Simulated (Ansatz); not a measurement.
## GaSb: alloy series

Start from GaSb in the zinc blende structure (space group F-43m, No. 216; a = 6.2135 Å).

The other end (x = 1) is GaP in the zinc blende structure (space group F-43m, No. 216): 20.87 Å³/atom, gap 1.58 eV.

P replaces a fraction x of Sb; each row is one arrangement (x, atoms in the cell, starting space group or random), fully relaxed.

Level of theory: PBE in Ansatz (plane waves to 420 eV, PAW, spin-orbit coupling left out).

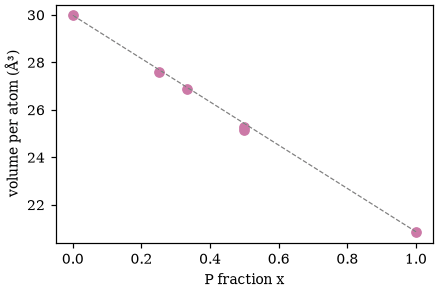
Figure. Volume per atom against P fraction x; the dashed line joins the ends

```csv
P fraction x,volume per atom
"x(P) = 0.25, 8 atoms, Amm2",27.58 Å³
"x(P) = 0.333, 6 atoms, P3m1",26.87 Å³
"x(P) = 0.5, 4 atoms, R3m",25.29 Å³
"x(P) = 0.5, 8 atoms, P-4m2",25.14 Å³
```

Each cell is one ordered arrangement of few atoms, which overstates ordering effects compared with a random alloy. Spin-orbit coupling, missing from the scalar runs, can matter with Sb. Whether these cells are dynamically stable was not tested. The final runs are not spin-polarised.

Ansatz is a quantum-chemistry and plane-wave program.
